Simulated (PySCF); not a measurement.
**BH2 (SMILES [BH2]) at UMP2/def2-QZVP**

What is the vertical ionisation energy of BH2 at UMP2/def2-QZVP? The job is set up through a Python script.

The calculation is run with PySCF 2.14.0.

**1. Starting point**

The species is BH2 (3 atoms), meant as a doublet with charge 0. As SMILES, `[BH2]`. The shape is that of a GFN2-xTB optimisation.

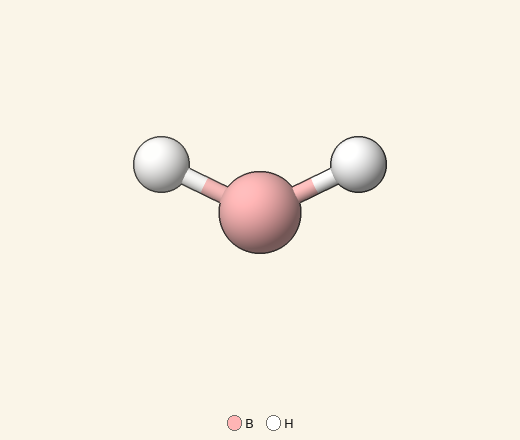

Viewed from a chosen angle; boron pink, hydrogen white.

**2. A single-point energy at UMP2/def2-QZVP**

File job.py:

```python
# [BH2]
from pyscf import gto, mp

mol = gto.Mole()
mol.atom = [
    ('B', (0.262840, -0.166230, 0.128640)),
    ('H', (0.280020, 0.985320, 0.260980)),
    ('H', (-0.542860, -0.819090, -0.389630)),
]
mol.basis = 'def2-qzvp'
mol.spin = 1
mol.verbose = 3
mol.max_memory = 1860
mol.build()

mf = mol.UHF()
mf.conv_tol = 1e-10
mf.kernel()
if not mf.converged:
    mf = mf.newton().run(mf.mo_coeff, mf.mo_occ)

pt = mp.MP2(mf, frozen=1).run()
etot = pt.e_tot
print(f'total energy: {etot:.8f} hartree')
```

Started as:

```console
$ OMP_NUM_THREADS=1 python job.py
```

Log:

```text
converged SCF energy = -25.7617657076964  <S^2> = 0.75374781  2S+1 = 2.0037443
E(UMP2) = -25.8493006473611  E_corr = -0.0875349396646755
E(SCS-UMP2) = -25.8582527334162  E_corr = -0.0964870257198092
total energy: -25.84930065 hartree
```

It took 4.8 s on 1 thread of Arm Neoverse V2, shared host; peak memory 0.32 GiB.

**3. The singlet cation, same level**

File calc.py:

```python
from pyscf import gto, scf, mp

system = gto.Mole()
system.atom = '''
B      0.262840    -0.166230     0.128640
H      0.280020     0.985320     0.260980
H     -0.542860    -0.819090    -0.389630
'''
system.verbose = 3
system.charge = 1
system.max_memory = 1860
system.basis = 'def2-qzvp'
system.build()

myscf = scf.RHF(system)
myscf.conv_tol = 1e-10
myscf.kernel()
if not myscf.converged:
    myscf = myscf.newton().run(myscf.mo_coeff, myscf.mo_occ)

pt = mp.MP2(myscf, frozen=1).run()
etot = pt.e_tot
print('E = %.10f Eh' % etot)
```

Started as:

```console
$ OMP_NUM_THREADS=1 python calc.py
```

Log:

```text
converged SCF energy = -25.444619644479
E(RMP2) = -25.5193144342962  E_corr = -0.0746947898171993
E(SCS-RMP2) = -25.5311058412724  E_corr = -0.0864861967934381
E = -25.5193144343 Eh
```

It took 2.4 s on 1 thread of Arm Neoverse V2, shared host; peak memory 0.3 GiB.

**4. Summary of results**

At UMP2/def2-QZVP, 1 core orbital frozen:

| quantity | value |
| --- | --- |
| doublet BH2: total energy | -25.84930 Eh |
| doublet BH2: dipole moment (Hartree–Fock density) | 0.48 D |
| doublet BH2: HOMO energy (Hartree–Fock orbitals) (highest over α and β) | -9.48 eV |
| doublet BH2: LUMO energy (Hartree–Fock orbitals) (lowest over α and β) | 1.02 eV |
| doublet BH2: correlation energy (1 core orbital frozen) | -87.5 mEh |
| doublet BH2: ⟨S²⟩ of the reference determinant | 0.754 |
| singlet cation: total energy | -25.51931 Eh |
| singlet cation: HOMO energy (Hartree–Fock orbitals) | -23.74 eV |
| singlet cation: LUMO energy (Hartree–Fock orbitals) | -7.84 eV |
| singlet cation: HOMO–LUMO gap (Hartree–Fock orbitals) | 15.90 eV |
| singlet cation: correlation energy (1 core orbital frozen) | -74.7 mEh |
| vertical ionisation energy (to the singlet cation) | 8.979 eV |

What this shows: Removing an electron at fixed nuclei costs 8.98 eV (866 kJ/mol). Only the singlet of the ionised species was computed; a triplet could lie lower.
